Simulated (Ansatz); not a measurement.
**BH3 (SMILES [H]B([H])[H]): the electronic atomisation energy, rung by rung**

BH3 has 4 atoms, charge 0, and is taken as a singlet. As SMILES, `[H]B([H])[H]`. The shape is that of a GFN2-xTB optimisation.

Each level gives the electronic atomisation energy (eV). The values are calculated. Electronic energies at fixed atoms, without zero-point motion or spin-orbit coupling.

```csv
level,kind,program,value (eV),less CCSDT/6-31G*,CPU time (all runs)
HF/6-31G* (spherical functions),Hartree–Fock,Ansatz,10.12,-0.99,0.16 s
SVWN5/6-31G* (spherical functions),LDA,Ansatz,13.28,+2.17,0.83 s
revPBE/6-31G* (spherical functions),GGA,Ansatz,11.97,+0.86,1.5 s
r2SCAN/6-31G* (spherical functions),meta-GGA,Ansatz,12.28,+1.17,3.7 s
B3LYP/6-31G* (spherical functions),global hybrid,Ansatz,12.42,+1.31,1.1 s
wB97M-V/6-31G* (spherical functions),range-separated hybrid,Ansatz,12.48,+1.37,9 s
B2PLYP/6-31G* (spherical functions),double hybrid,Ansatz,12.04,+0.93,1.2 s
CCSDT/6-31G* (spherical functions),coupled cluster or CI,Ansatz,11.11,0.00,0.84 s
FCI/3-21G,exact in the basis,Ansatz,10.58,-0.53,0.47 s
```

CCSDT/6-31G* (spherical functions) is the highest level here, not the true value. The values span 10.12 to 13.28 eV. High-level rows in very small sets aren't better than simpler rows in larger ones. CPU times are rough (shared hosts, several kinds of processor): they show what a rung costs within a factor of a few.

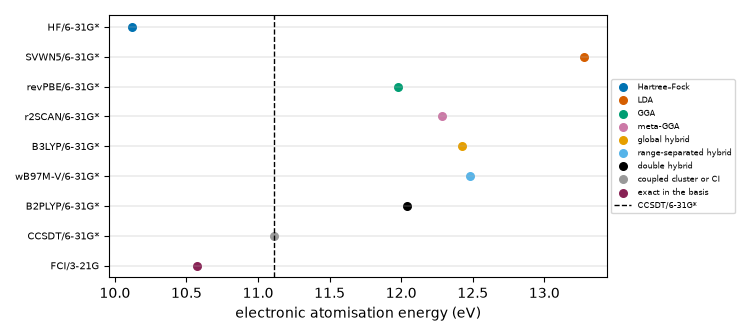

The values of the table, level by level.
